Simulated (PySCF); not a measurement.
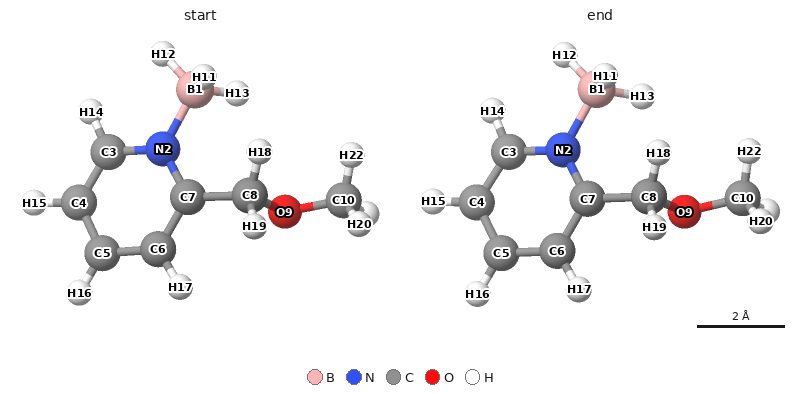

The structure of C₇H₁₂BNO before (left) and after (right) a relaxation, at one scale.

Style: ball-and-stick. Shown at a tilt.

The start comes from GFN2-xTB. Its atoms were then displaced at random by about 0.01 Å.

Theory: PySCF 2.14.0, density-fitted response routines, PBE0-D3(BJ)/def2-SVP geometry optimisation, gas phase. 

Describe what moved and what it gained.

Answer. The largest move after the best rigid fit is that of an H atom, 0.15 Å. Largest moves by element: H 0.15 Å, C 0.06 Å, B 0.04 Å, N 0.03 Å, O 0.02 Å. Some distances before and after: B–H 1.172 → 1.224 Å, B–N 1.563 → 1.606 Å, C–H 1.055 → 1.092 Å, B–H 1.193 → 1.229 Å. Among the angles between lasting bonds that change: H–B–H 109.2° → 113.0°, C–C–C 122.0° → 118.8°, H–B–H 114.3° → 111.6°. After 8 geometry steps the energy has fallen by 0.225 eV. Cost: 5.4 min on 1 thread of Arm Neoverse N1 (shared host).
